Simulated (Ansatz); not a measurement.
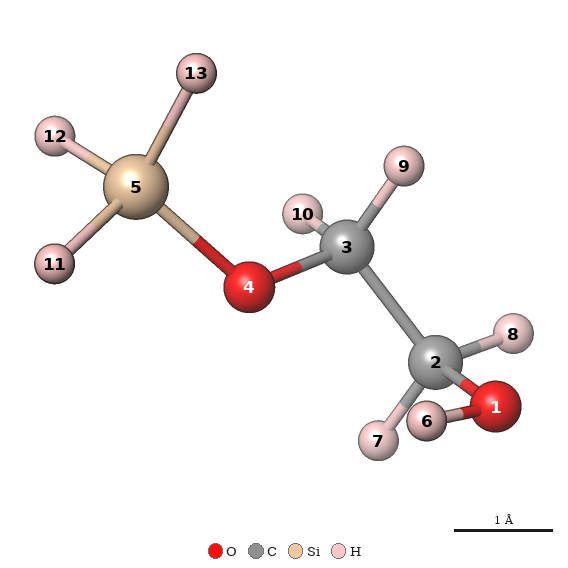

Orthographic view. Depth is shown by fading: the farther an atom, the more it takes the colour of the background. The geometry was computed by an optimisation with PBE0-D4/def2-TZVP. No frequency run is at hand to confirm it as a minimum.

Write a MOL file (V2000) with the atoms in numerical order, bonds sorted by atom number with the orders drawn, and coordinates in the frame of the picture: x right, y up, z towards the viewer, origin at the mean position.

```
C2H8O2Si
                    3D

 13 12  0  0  0  0  0  0  0  0999 V2000
    1.9300   -1.3700    0.3500 O   0  0  0  0  0  0  0  0  0  0  0  0
    1.3100   -0.9200   -0.8300 C   0  0  0  0  0  0  0  0  0  0  0  0
    0.4100    0.2600   -0.5700 C   0  0  0  0  0  0  0  0  0  0  0  0
   -0.5900   -0.1500    0.3500 O   0  0  0  0  0  0  0  0  0  0  0  0
   -1.7500    0.8700    0.9100 Si  0  0  0  0  0  4  0  0  0  0  0  0
    1.2200   -1.5200    0.9900 H   0  0  0  0  0  0  0  0  0  0  0  0
    0.7300   -1.7200   -1.3000 H   0  0  0  0  0  0  0  0  0  0  0  0
    2.1100   -0.6300   -1.5100 H   0  0  0  0  0  0  0  0  0  0  0  0
    0.9900    1.0800   -0.1400 H   0  0  0  0  0  0  0  0  0  0  0  0
   -0.0500    0.6000   -1.5100 H   0  0  0  0  0  0  0  0  0  0  0  0
   -2.5800    0.0900    1.8500 H   0  0  0  0  0  0  0  0  0  0  0  0
   -2.5800    1.3900   -0.2100 H   0  0  0  0  0  0  0  0  0  0  0  0
   -1.1300    2.0300    1.6100 H   0  0  0  0  0  0  0  0  0  0  0  0
  1  2  1  0
  1  6  1  0
  2  3  1  0
  2  7  1  0
  2  8  1  0
  3  4  1  0
  3  9  1  0
  3 10  1  0
  4  5  1  0
  5 11  1  0
  5 12  1  0
  5 13  1  0
M  END
```
